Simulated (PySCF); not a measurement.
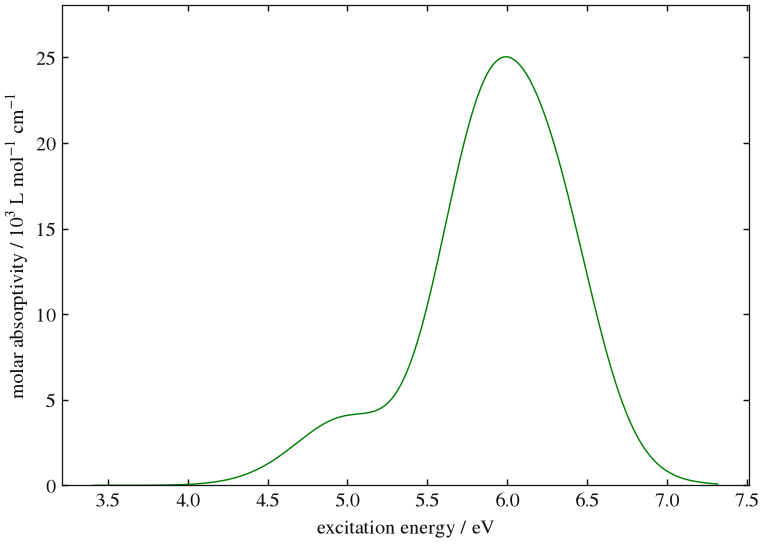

Vertical TDDFT excitations, PBE0/def2-SVPD, PySCF 2.14.0, at a PBE0-D3(BJ)/def2-SVP geometry (no frequency check), gas phase. Only the first 10 singlet excitations are included; each is broadened by a Gaussian of 1/e half-width 0.40 eV.

> Which molecule gives this spectrum?
A. C₈H₁₁P, SMILES CCc1ccc(C)cp1
B. P₂H₃F₂⁺, SMILES F[PH+](F)P
C. C₄H₁₂O₂P₂, SMILES C[P@](=O)(P)CCCO

Option A. Its lowest singlet lies at 4.61 eV (f = 0.011) and the brightest of those computed is S5 at 5.83 eV (213 nm), f = 0.463, mixed, the largest part being HOMO−1 → LUMO (44 %).

Note: states above the negative HOMO energy depend on the basis; one conformer of a flexible molecule; core orbitals are frozen in the response.
